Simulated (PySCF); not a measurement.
# C5H6 (2-methyl-1-buten-3-yne): the cost of one run

Programs: PySCF 2.14.0, with routines of our own; each step states its level. All values are computed. Atoms count from 0.

## (1) The system as given

11 atoms, charge 0, multiplicity 1; geometry from: GFN2-xTB.

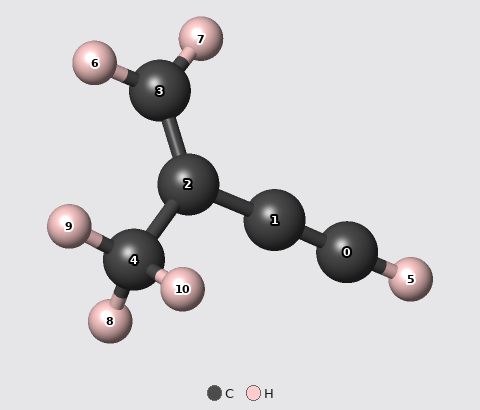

The starting geometry (carbon dark grey, hydrogen pink).

## (2) Optimising the geometry at PBE0-D3(BJ)/def2-TZVP

The job: settings as JSON, then the geometry in Å.

```
{"job": {"xc": "PBE0", "basis": "def2-TZVP", "d3": "d3bj", "grid": 2, "kind": "geom"}, "charge": 0, "multiplicity": 1}
C      1.832684    -1.327722    -0.909251
C      1.003012    -0.633604    -0.388803
C     -0.001255     0.174075     0.203298
C      0.277711     0.963666     1.236637
C     -1.361720     0.064683    -0.418526
H      2.567699    -1.928872    -1.355299
H     -0.477832     1.581281     1.692087
H      1.267218     1.015523     1.657630
H     -1.317093     0.348358    -1.469557
H     -2.070141     0.710126     0.094196
H     -1.714859    -0.964842    -0.368376
```

Run with:

```
> OMP_NUM_THREADS=1 python excited_run.py task.json out
```

One launch serves the whole session: the jobs run in the order shown.

**Question.** How long does this first job take on 1 thread of AMD EPYC 9R14, shared host, and how much memory does it need?

About 19 s, with a peak of 0.79 GiB.
